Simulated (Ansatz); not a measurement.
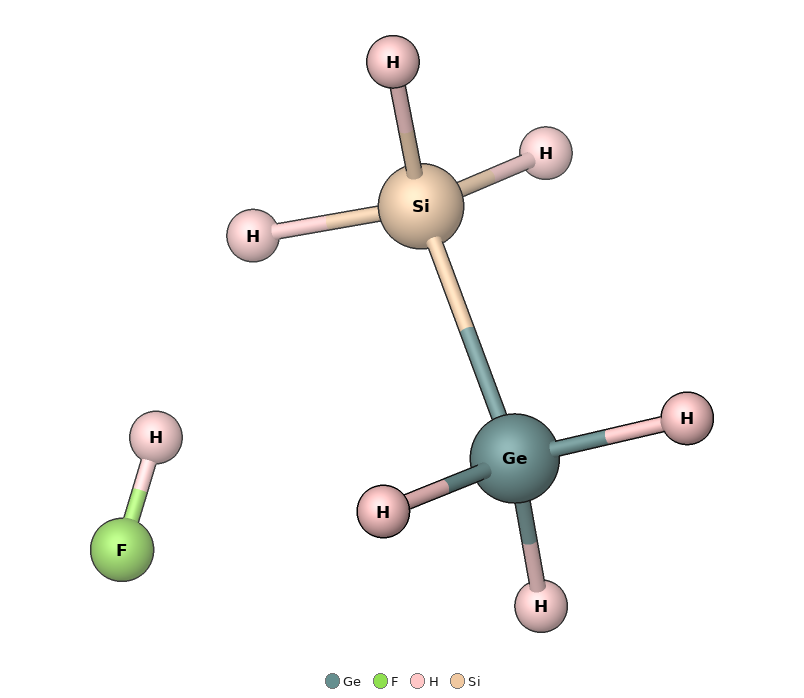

Atoms fade into the background with distance from the viewer. Computed geometry: PBE0-D4/def2-TZVP optimisation.

Which symmetry elements does this geometry have?

It has 1 mirror plane, so the point group is Cs. The group has 2 operations. The geometry is achiral, and symmetry allows a dipole moment.
